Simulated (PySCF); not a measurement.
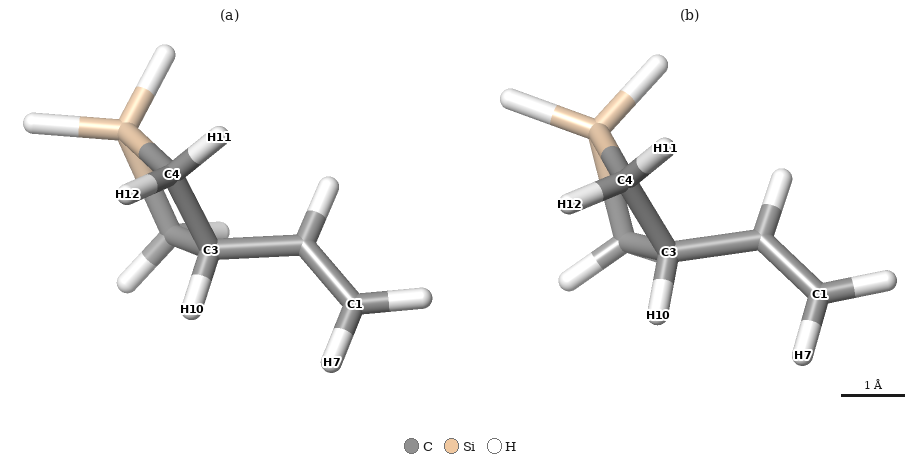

The structure of C5H10Si before (left) and after (right) a relaxation, at one scale.

The picture is a stick view, seen from a free direction.

The start comes from GFN2-xTB.

Level of theory: PySCF, PBE0-D3(BJ)/def2-SVP geometry optimisation, gas phase. 

What changed between the two?

Answer. The energy falls by 0.127 eV in 12 geometry steps. The largest force component goes from 1.2 to 0.012 eV/Å. The largest move after the best rigid fit is that of an H atom, 0.55 Å. By element the largest moves are H 0.55 Å, Si 0.20 Å, C 0.19 Å. Near-neighbour distances that change, for instance: H–Si 1.464 → 1.496 Å, C–H 1.078 → 1.095 Å, C–C 1.552 → 1.566 Å, C–Si 1.909 → 1.896 Å. Among the angles between lasting bonds that change: Si–C–H 117.3° → 122.1°, Si–C–H 115.5° → 110.9°, Si–C–H 115.4° → 111.1°.
